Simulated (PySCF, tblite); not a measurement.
# AlH6O3PSi2, a small gas-phase stand-in for a defect centre: NMR shifts, core binding energies and electronic excitations, part 2 of 2

tblite 0.8.0 and PySCF 2.14.0. Atoms count from 0, parts from 1. Earlier steps stand in the parts before.

### 5 X-ray photoelectron lines: SCAN, X2C

What the job is given:

```
{"job": {"kind": "xps", "holes": 5}, "charge": 0, "multiplicity": 1}
Si     2.487620    -0.093472    -0.950556
O      1.440788     1.156703    -0.759074
Al    -0.267265     1.340448    -0.507236
O     -1.173004     0.236236    -1.439636
O     -0.938633     2.757345     0.137232
P      1.093269    -1.979715    -0.693940
Si    -0.283669    -1.305858     0.922079
H     -2.127850     0.203747    -1.508974
H     -0.449428     3.478333     0.533678
H      2.030640    -2.636831     0.163133
H     -1.723436    -1.631731     0.746373
H     -0.242351     0.225209     1.092193
H      0.163895    -1.767176     2.271938
```

With the program's defaults for keys left out, this is: delta-SCF UKS SCAN, pcX-2 on the ionised atom, pcseg-1 elsewhere, spin-free X2C.

The log of the run:

```text
ground state, core basis on atom 0 (Si), 186 functions
  cycle   1  E = -1394.23733952  |g| = 1.30e+00
  cycle   2  E = -1392.35619439  |g| = 3.12e+00
  cycle   3  E = -1394.52001667  |g| = 4.23e-01
  cycle   4  E = -1394.55094269  |g| = 2.88e-01
  cycle   5  E = -1394.56980623  |g| = 5.40e-02
  cycle   6  E = -1394.57061642  |g| = 1.50e-02
  cycle   7  E = -1394.57067990  |g| = 5.65e-03
  cycle   8  E = -1394.57069003  |g| = 2.09e-03
  cycle   9  E = -1394.57069320  |g| = 6.92e-04
  cycle  10  E = -1394.57069074  |g| = 1.98e-04
  E(ground) = -1394.65615336 Eh
hole in Si 2p of atom 0
  cycle   1  E = -1390.27000404  |g| = 1.22e+00
  cycle   2  E = -1387.25813612  |g| = 2.29e+00
  cycle   3  E = -1390.18407855  |g| = 9.54e-01
  cycle   4  E = -1390.59350886  |g| = 1.41e-01
  cycle   5  E = -1390.56670647  |g| = 2.76e-01
  cycle   6  E = -1390.60119528  |g| = 8.97e-02
  cycle   7  E = -1390.60482500  |g| = 4.26e-02
  cycle   8  E = -1390.60592766  |g| = 2.03e-02
  cycle   9  E = -1390.60629564  |g| = 5.28e-03
  cycle  10  E = -1390.60631113  |g| = 2.87e-03
  cycle  11  E = -1390.60632249  |g| = 1.55e-03
  cycle  12  E = -1390.60633184  |g| = 1.37e-03
  cycle  13  E = -1390.60634463  |g| = 1.08e-03
  cycle  14  E = -1390.60635717  |g| = 8.48e-04
  cycle  15  E = -1390.60636530  |g| = 5.13e-04
  cycle  16  E = -1390.60636607  |g| = 2.59e-04
  E(ion) = -1390.70339647 Eh   <S^2> = 0.7956   hole on atom = 1.003   binding energy = 107.560 eV
  2p3/2 = 107.244 eV   2p1/2 = 107.882 eV
ground state, core basis on atom 1 (O), 175 functions
  cycle   1  E = -1394.50510483  |g| = 1.12e-01
  cycle   2  E = -1394.50103553  |g| = 1.56e-01
  cycle   3  E = -1394.50516600  |g| = 6.23e-02
  cycle   4  E = -1394.50592761  |g| = 6.14e-03
  cycle   5  E = -1394.50594638  |g| = 1.88e-03
  cycle   6  E = -1394.50595061  |g| = 4.30e-04
  E(ground) = -1394.62927555 Eh
hole in O 1s of atom 1
  cycle   1  E = -1373.90129681  |g| = 2.24e+00
  cycle   2  E = -1372.88495501  |g| = 2.38e+00
  cycle   3  E = -1374.45533881  |g| = 6.39e-01
  cycle   4  E = -1374.09189831  |g| = 8.10e-01
  cycle   5  E = -1374.74139043  |g| = 1.28e-01
  cycle   6  E = -1374.74658726  |g| = 1.27e-01
  cycle   7  E = -1374.75478399  |g| = 2.47e-02
  cycle   8  E = -1374.75504385  |g| = 7.09e-03
  cycle   9  E = -1374.75507346  |g| = 3.08e-03
  cycle  10  E = -1374.75507886  |g| = 1.43e-03
  cycle  11  E = -1374.75508059  |g| = 5.27e-04
  cycle  12  E = -1374.75508191  |g| = 3.40e-04
  E(ion) = -1374.87933390 Eh   <S^2> = 0.7643   hole on atom = 1.000   binding energy = 537.423 eV
ground state, core basis on atom 2 (Al), 186 functions
  cycle   1  E = -1394.55265762  |g| = 2.69e-01
  cycle   2  E = -1394.54325312  |g| = 2.53e-01
  cycle   3  E = -1394.54789784  |g| = 1.91e-01
  cycle   4  E = -1394.55533299  |g| = 2.85e-02
  cycle   5  E = -1394.55553659  |g| = 6.30e-03
  cycle   6  E = -1394.55554818  |g| = 1.56e-03
  cycle   7  E = -1394.55555167  |g| = 4.66e-04
  E(ground) = -1394.64643964 Eh
hole in Al 2p of atom 2
  cycle   1  E = -1391.29640801  |g| = 1.09e+00
  cycle   2  E = -1390.52681394  |g| = 1.32e+00
  cycle   3  E = -1391.36231899  |g| = 5.31e-01
  cycle   4  E = -1391.55491239  |g| = 1.93e-01
  cycle   5  E = -1391.55847180  |g| = 1.79e-01
  cycle   6  E = -1391.57121168  |g| = 3.48e-02
  cycle   7  E = -1391.57189104  |g| = 1.46e-02
  cycle   8  E = -1391.57200278  |g| = 5.98e-03
  cycle   9  E = -1391.57201871  |g| = 1.45e-03
  cycle  10  E = -1391.57202273  |g| = 5.48e-04
  cycle  11  E = -1391.57202220  |g| = 2.39e-04
  E(ion) = -1391.66824677 Eh   <S^2> = 0.7526   hole on atom = 1.004   binding energy = 81.041 eV
  2p3/2 = 80.683 eV   2p1/2 = 81.179 eV
ground state, core basis on atom 3 (O), 175 functions
  cycle   1  E = -1394.50152743  |g| = 1.01e-01
  cycle   2  E = -1394.50065292  |g| = 8.31e-02
  cycle   3  E = -1394.50121590  |g| = 6.15e-02
  cycle   4  E = -1394.50187422  |g| = 3.90e-03
  cycle   5  E = -1394.50188346  |g| = 2.37e-03
  cycle   6  E = -1394.50188197  |g| = 4.97e-04
  E(ground) = -1394.62612397 Eh
hole in O 1s of atom 3
  cycle   1  E = -1373.91060254  |g| = 2.22e+00
  cycle   2  E = -1372.14619969  |g| = 2.45e+00
  cycle   3  E = -1374.47227355  |g| = 6.52e-01
  cycle   4  E = -1374.65786000  |g| = 2.78e-01
  cycle   5  E = -1374.70413280  |g| = 1.62e-01
  cycle   6  E = -1374.72555931  |g| = 6.01e-02
  cycle   7  E = -1374.72775308  |g| = 2.79e-02
  cycle   8  E = -1374.72808885  |g| = 1.00e-02
  cycle   9  E = -1374.72813631  |g| = 2.72e-03
  cycle  10  E = -1374.72814483  |g| = 9.58e-04
  cycle  11  E = -1374.72814243  |g| = 2.66e-04
  E(ion) = -1374.85408695 Eh   <S^2> = 0.7614   hole on atom = 1.000   binding energy = 538.025 eV
ground state, core basis on atom 5 (P), 186 functions
  cycle   1  E = -1394.58232594  |g| = 3.46e-01
  cycle   2  E = -1394.57929598  |g| = 1.36e-01
  cycle   3  E = -1394.57394335  |g| = 2.05e-01
  cycle   4  E = -1394.58353995  |g| = 1.90e-02
  cycle   5  E = -1394.58361318  |g| = 6.05e-03
  cycle   6  E = -1394.58361926  |g| = 1.81e-03
  cycle   7  E = -1394.58362153  |g| = 3.24e-04
  E(ground) = -1394.68059024 Eh
hole in P 2p of atom 5
  cycle   1  E = -1389.16983592  |g| = 1.39e+00
  cycle   2  E = -1386.32036046  |g| = 2.01e+00
  cycle   3  E = -1388.86346186  |g| = 1.15e+00
  cycle   4  E = -1389.52742026  |g| = 2.85e-01
  cycle   5  E = -1389.56208566  |g| = 2.40e-01
  cycle   6  E = -1389.58268523  |g| = 7.95e-02
  cycle   7  E = -1389.58468490  |g| = 3.71e-02
  cycle   8  E = -1389.58528026  |g| = 1.22e-02
  cycle   9  E = -1389.58533498  |g| = 3.23e-03
  cycle  10  E = -1389.58534034  |g| = 9.90e-04
  cycle  11  E = -1389.58534265  |g| = 5.44e-04
  cycle  12  E = -1389.58534364  |g| = 3.58e-04
  E(ion) = -1389.69266377 Eh   <S^2> = 0.7556   hole on atom = 1.002   binding energy = 135.728 eV
  2p3/2 = 135.482 eV   2p1/2 = 136.372 eV
```

It took 63 s on 1 thread of Arm Neoverse V1, shared host; peak memory 0.68 GiB.

The holes in one table. −ε is the ground-state orbital energy:

```
       hole  stands for                   environment  ΔSCF (eV; 2p as the shell's mean)  −ε (eV)   ⟨S²⟩
Si2p on Si0         Si0        silicon bonded to O, P                             107.46     97.0  0.796
  O1s on O1          O1       oxygen bonded to Al, Si                             537.42    516.6  0.764
Al2p on Al2         Al2       aluminium bonded to 3 O                              80.85     70.9  0.753
  O1s on O3          O3        oxygen bonded to Al, H                             538.02    516.3  0.761
  P2p on P5          P5  phosphorus bonded to 2 Si, H                             135.78    125.5  0.756
```

With the spin-orbit splitting: Si0 2p3/2 107.24, 2p1/2 107.88 eV; Al2 2p3/2 80.68, 2p1/2 81.18 eV; P5 2p3/2 135.48, 2p1/2 136.37 eV. The table gives each 2p level as the mean over the whole 2p shell (two parts 2p3/2, one part 2p1/2), which differs a little from the single hole in the log.

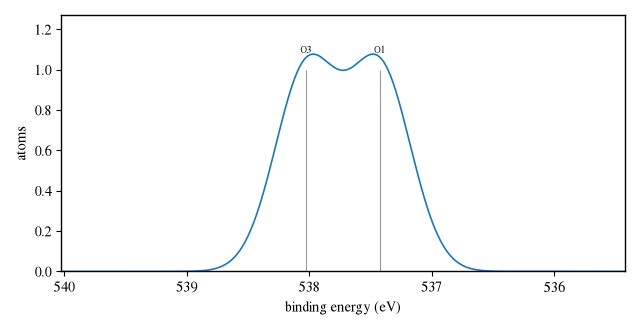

The O1s photoelectron lines, weighted by the number of atoms. Only 2 of the 3 O atoms are covered by sound results. Lines are broadened to a width of 0.60 eV (Gaussian).

### 6 TDDFT and polarisability: CAM-B3LYP/def2-SVPD

Same as in step 5 but for these lines:

```diff
@@ -1,2 +1,2 @@
-{"job": {"kind": "xps", "holes": 5}, "charge": 0, "multiplicity": 1}
+{"job": {"kind": "uv", "xc": "CAM-B3LYP", "basis": "def2-SVPD", "nstates": 6, "ntriplets": 2, "ip": true}, "charge": 0, "multiplicity": 1}
 Si     2.487620    -0.093472    -0.950556
```

Level: TDDFT CAM-B3LYP/def2-SVPD, vertical, gas phase, core orbitals frozen in the response.

The log of the run:

```text
coarse grid: 13480 points
cycle   1  E = -1391.1652889958  dE =  5.252e-01  |g| = 1.256e+00  |ddm| = 4.999e+00
cycle   2  E = -1390.7644820032  dE =  4.008e-01  |g| = 1.921e+00  |ddm| = 6.795e+00
cycle   3  E = -1391.4783838090  dE = -7.139e-01  |g| = 1.463e-01  |ddm| = 4.271e+00
cycle   4  E = -1391.4811420057  dE = -2.758e-03  |g| = 1.049e-01  |ddm| = 4.372e-01
cycle   5  E = -1391.4833090528  dE = -2.167e-03  |g| = 1.326e-02  |ddm| = 1.690e-01
cycle   6  E = -1391.4833602066  dE = -5.115e-05  |g| = 4.051e-03  |ddm| = 4.629e-02
cycle   7  E = -1391.4833680713  dE = -7.865e-06  |g| = 1.012e-03  |ddm| = 1.608e-02
final grid: 113528 points
cycle   8  E = -1391.6801033739  dE = -1.991e-05  |g| = 1.313e-03  |ddm| = 5.304e-02
cycle   9  E = -1391.6801036499  dE = -2.760e-07  |g| = 1.148e-03  |ddm| = 7.010e-03
cycle  10  E = -1391.6801039761  dE = -3.263e-07  |g| = 3.709e-04  |ddm| = 2.669e-03
cycle  11  E = -1391.6801040034  dE = -2.731e-08  |g| = 1.696e-04  |ddm| = 9.746e-04
cycle  12  E = -1391.6801040120  dE = -8.612e-09  |g| = 2.009e-05  |ddm| = 3.775e-04
cycle  13  E = -1391.6801040126  dE = -5.366e-10  |g| = 1.138e-05  |ddm| = 1.190e-04
converged SCF energy = -1391.6801040126

Static polarisability (au): isotropic 119.317, principal 97.311 122.445 138.196

Singlet excitations
state   eV       nm        f      main configurations
  1   3.0225    410.2   0.01085   H->L 0.98
  2   4.7551    260.7   0.02871   H->L+1 0.46, H->L+2 0.18, H-1->L 0.14
  3   4.8593    255.1   0.01907   H-1->L 0.47, H->L+1 0.26, H->L+2 0.17
  4   5.3603    231.3   0.18135   H->L+2 0.46, H-1->L 0.31, H->L+3 0.09
  5   5.7165    216.9   0.12508   H->L+3 0.64, H->L+4 0.09
  6   5.8219    213.0   0.01757   H->L+5 0.65, H->L+7 0.11, H->L+4 0.10

Triplet excitations (Tamm-Dancoff, eV): 1.9806 4.1119
Vertical ionisation energy (delta-SCF) = 8.0842 eV
Vertical electron affinity (delta-SCF) = 0.4063 eV
```

Wall time 2.3 min (1 thread of Arm Neoverse V1, shared host); peak memory 1.2 GiB.

Frontier orbitals and where they lie:

```
orbital      eV                        atoms
 HOMO−3  -10.70     O4 51 %, P5 10 %, O3 7 %
 HOMO−2  -10.60   O3 63 %, Si6 11 %, H12 8 %
 HOMO−1   -8.97  P5 54 %, Si0 14 %, Si6 14 %
   HOMO   -7.41   Si0 43 %, P5 35 %, O1 12 %
   LUMO   -0.98   Si0 60 %, O1 17 %, P5 14 %
 LUMO+1    0.02    Al2 42 %, O4 9 %, Si6 8 %
 LUMO+2    0.53  Si6 27 %, Si0 22 %, P5 18 %
```

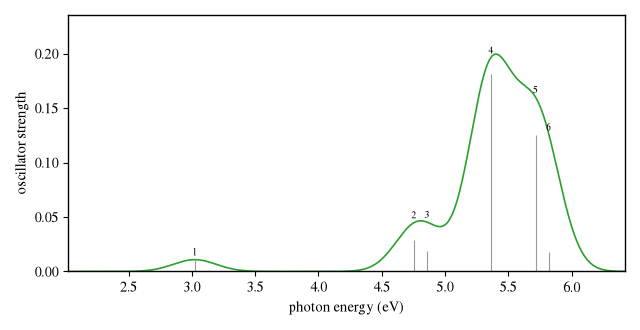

Absorption spectrum from the 6 singlet states computed; above the last one it falls off for lack of states. Lines are broadened to a width of 0.40 eV (Gaussian).

Ground-state properties from the same run:

```csv
property,computed
dipole moment (D),1.67
polarisability (Å³),17.68
HOMO–LUMO gap (eV),6.43
−ε(HOMO) (eV),7.41
```

### 7 Summary of results

The summary covers parts 1 to 2.

```
                                                                  quantity                                   value
                                                               point group                                      C1
                                      rotational constants (main isotopes)                    1.65, 0.99, 0.75 GHz
                                $^{1}$H shifts against TMS (PBE0/pcSseg-1)  4.49, 4.34, 3.36, 2.55, 1.74, 1.19 ppm
                              $^{29}$Si shifts against TMS (PBE0/pcSseg-1)                        360.0, -64.9 ppm
                               $^{17}$O shifts against H2O (PBE0/pcSseg-1)                   291.8, 34.7, 20.5 ppm
                            $^{27}$Al shifts against AlH4- (PBE0/pcSseg-1)                                 0.4 ppm
                             $^{31}$P shifts against H3PO4 (PBE0/pcSseg-1)                              -142.8 ppm
potential on the surface of density 0.002 e/bohr³, 1st and 99th percentile                      -1.40 V and 2.23 V
              O1s binding energies, SCAN/pcX-2 (standing for 2 of 3 atoms)                 O3 538.02, O1 537.42 eV
             Si2p binding energies, SCAN/pcX-2 (standing for 1 of 2 atoms)                           Si0 107.46 eV
                                         Al2p binding energies, SCAN/pcX-2                            Al2 80.85 eV
                                          P2p binding energies, SCAN/pcX-2                            P5 135.78 eV
                                      lowest singlet (CAM-B3LYP/def2-SVPD)             3.02 eV (410 nm), f = 0.011
                                  brightest single state of those computed             state 4, 5.36 eV, f = 0.181
                                                            lowest triplet                                 1.98 eV
                                         vertical ionisation energy (ΔSCF)                                 8.08 eV
                                         vertical electron affinity (ΔSCF)                                 0.41 eV
```

The start of the PBE0/def2-SVP relaxation was shaken at random by about 0.01 Å, so part of the energy gained, and of the first lengths quoted, undoes that. Over 16 steps the energy fell by 0.537 eV; of the close pairs, Al2–H11 changed most, 1.814 to 1.950 Å (PBE0/def2-SVP). Hydrogens of an XH3 group are listed apart at this fixed geometry; free rotation makes them one line at their mean. At PBE0/pcSseg-1: Shielding is most anisotropic at Si0 (span 881 ppm, paramagnetic term -884 ppm). At PBE0/pcSseg-1, counted by nearest atom on the grid, the HOMO lies on Si0 46 %; P5 35 %, the LUMO on Si0 73 %; O1 11 %. At SCAN/pcX-2: O3 (oxygen bonded to Al, H) binds its O1s electron 0.60 eV more tightly than O1 (oxygen bonded to Al, Si). Only 2 of the 3 O atoms are covered by sound results. The first singlet state (HOMO→LUMO 0.98) lies at 3.02 eV and is weak; of the 6 states computed, the strongest absorption comes from state 4 at 5.36 eV. State 1 absorbs in the visible (410 nm). The lowest triplet lies 1.04 eV below the lowest singlet (triplets in Tamm-Dancoff, singlets in full TDDFT). ΔSCF puts the ionisation energy at 8.08 eV, 0.68 eV above −ε(HOMO). A capped cluster stands for the solid here, so long-range fields and strain are missing, and bands or shifts of the capping hydrogens have no counterpart in it.
